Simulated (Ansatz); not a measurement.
# CH10BNSi2 (SMILES CBN([SiH3])[SiH3]): what the fields show

| atom | x (Å) | y (Å) | z (Å) |
| --- | --- | --- | --- |
| C | 0.5131 | 1.6291 | -1.4888 |
| B | -0.3202 | 0.4005 | -0.9998 |
| N | -0.1515 | -0.3150 | 0.2149 |
| Si | -1.2626 | -1.6584 | 0.4149 |
| Si | 1.0057 | -0.0091 | 1.4882 |
| H | 1.3125 | 1.9646 | -0.8277 |
| H | 0.9490 | 1.4001 | -2.4683 |
| H | -0.1617 | 2.4741 | -1.6692 |
| H | -1.2068 | 0.0001 | -1.7203 |
| H | -2.6669 | -1.1829 | 0.4703 |
| H | -0.9243 | -2.3253 | 1.7022 |
| H | -1.1145 | -2.6365 | -0.6903 |
| H | 1.7914 | 1.2136 | 1.2044 |
| H | 1.9292 | -1.1661 | 1.6217 |
| H | 0.2858 | 0.1604 | 2.7772 |

Geometry: PBE0-D4/def2-TZVP.

All numbers below come from RKS PBE0-D4/def2-TZVPP (Ansatz).

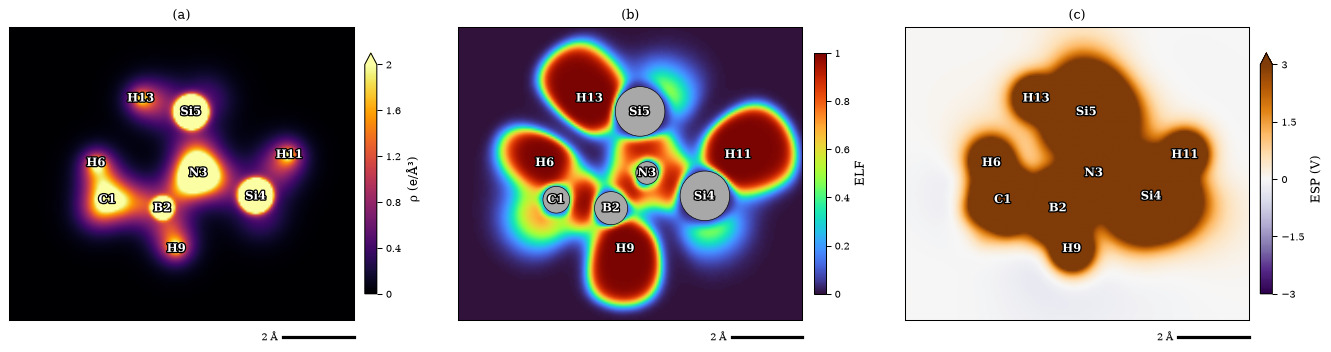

Figure 1. (a) electron density; (b) ELF; (c) molecular electrostatic potential on the plane of atoms Si4, N3 and Si5. Grey discs cover the atomic cores in the ELF map.

> What do the fields say about this system?

- The section cuts through C, B, N, Si and H sites.
- B–N (1.42 Å): ρ is about 1.8 e/Å³ halfway; the ELF peaks at about 0.90 between the atoms, as expected for a polar covalent bond.
- C–B (1.56 Å): the density is about 1.4 e/Å³ at the midpoint; the ELF peaks at about 0.95 between the atoms, as expected for localised, covalent bonding.
- Si–N (1.75 Å): the density is about 1.1 e/Å³ at the midpoint; the ELF peaks at about 0.90 between the atoms; a shared but strongly polarised pair.
- C–H (1.09 Å): ρ at the midpoint is about 2 e/Å³; the ELF climbs to about 1 towards the hydrogen, as it does in any bond to H: a covalent bond by its length.
- B–H (1.21 Å): the density is about 1.2 e/Å³ at the midpoint; the ELF climbs to about 1 towards the hydrogen: an ordinary covalent bond to hydrogen.
- The potential has no marked negative region in this plane.

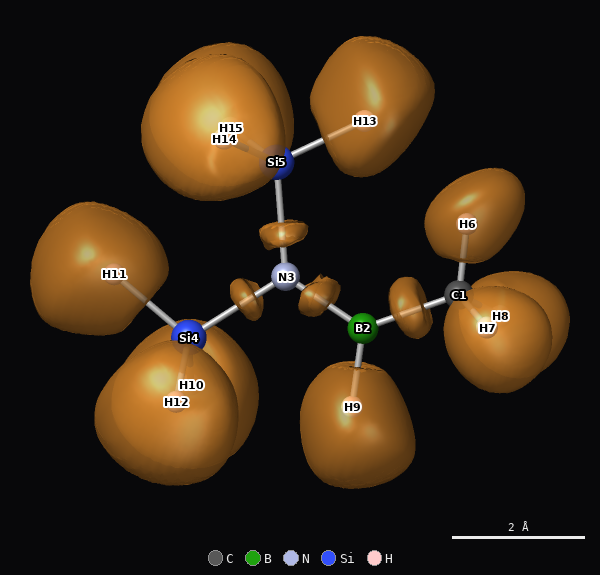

Figure 2. Isosurface of the ELF at 0.85 (orange), seen across its widest extent. Core shells and regions of very low density are left out.

> Where are the electrons localised?

At this value the surface marks out one region between bonded B–C atoms (shared pairs), one region between bonded B–N atoms (shared pairs), two regions between bonded N–Si atoms (shared pairs) and ten regions around hydrogen nuclei.

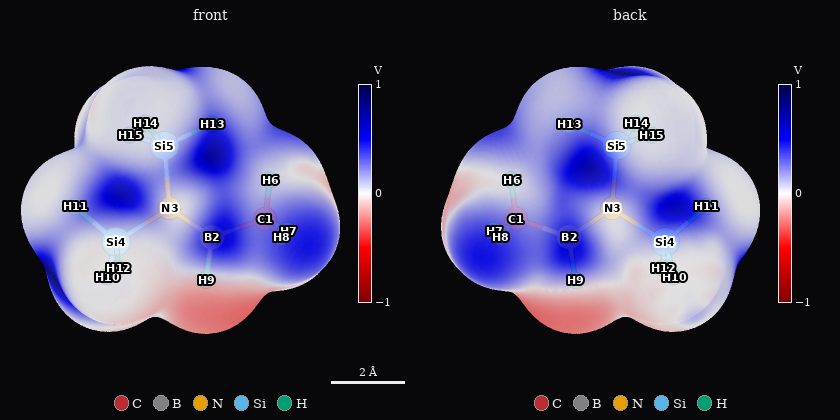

Figure 3. The electrostatic potential painted on the density surface at 0.001 e/bohr³, seen from the front and from behind; the colour scale runs from red (negative) to blue (positive).

> Where is the surface potential most negative and most positive?

The most negative region (about −0.3 V) lies over H9, the most positive (about +0.9 V, or +21 kcal/mol for a unit charge) over Si4 and Si5.

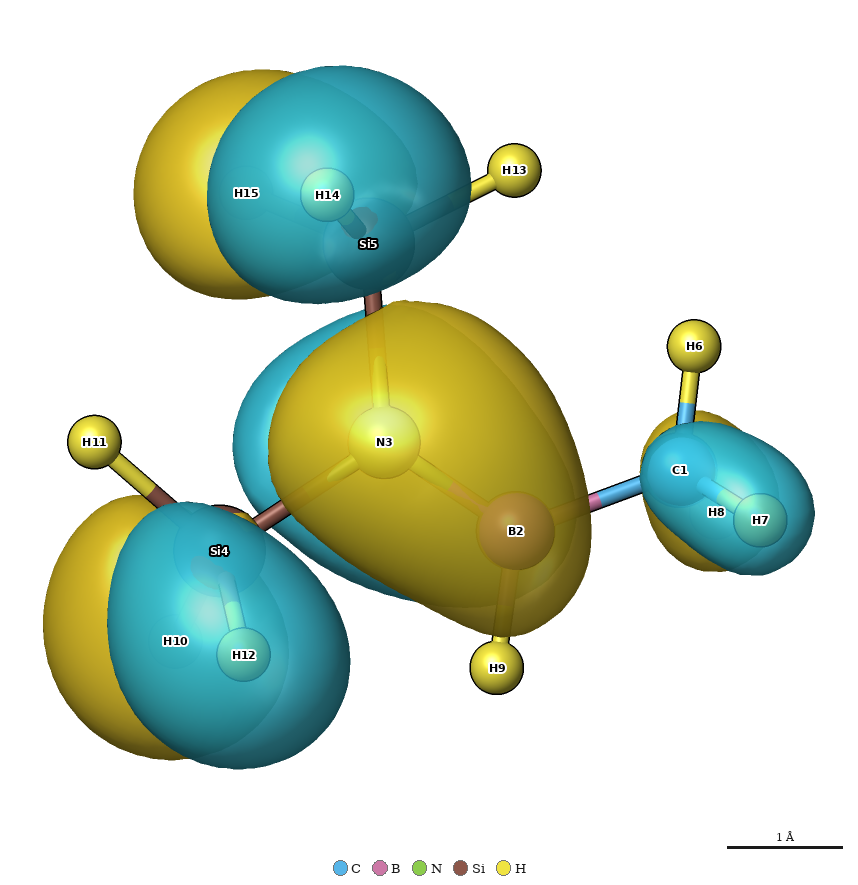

Figure 4. The HOMO at ±0.06 Å⁻³ᐟ² (yellow and cyan are the two phases), seen at a tilt.

> What is the character of this orbital?

By Hirshfeld shares it lies mainly on N3 (about 40 %), Si4 (about 10 %), Si5 (about 10 %), B2 (about 10 %), H14 (about 5 %) and H10 (about 5 %). Its energy is −8.20 eV.
